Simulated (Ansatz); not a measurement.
**TaRu, response to strain**

Consider TaRu in the CsCl type structure (space group Pm-3m, No. 221; relaxed with 0.1 eV smearing).

```xyz
2
Lattice="3.1408 0.0000 0.0000 0.0000 3.1408 0.0000 0.0000 0.0000 3.1408" Properties=species:S:1:pos:R:3 pbc="T T T"
Ta     1.5704     1.5704     1.5704
Ru     0.0000     0.0000     0.0000
```

Cartesian axes are those of the cell as printed.

Strains are applied to the cell and any free atomic positions relax.

All numbers come from Kohn–Sham DFT with the PBEsol functional, run in Ansatz (a quantum-chemistry and plane-wave program) with PAW and 420 eV plane waves, no SOC.

Notes on the quantities. energy relative to the base: free energy F.

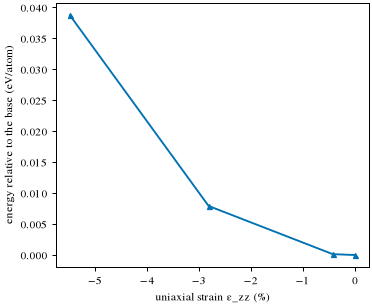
Energy relative to the base against uniaxial strain ε_zz

| uniaxial strain ε_zz (%) | energy relative to the base |
|---|---|
| -5.48 | +39 meV/atom |
| -2.81 | +7.9 meV/atom |
| -0.42 | +0.1 meV/atom |

Whether these cells are dynamically stable was not tested. All final runs are without spin polarisation. An odd electron count without spin: TaRu.
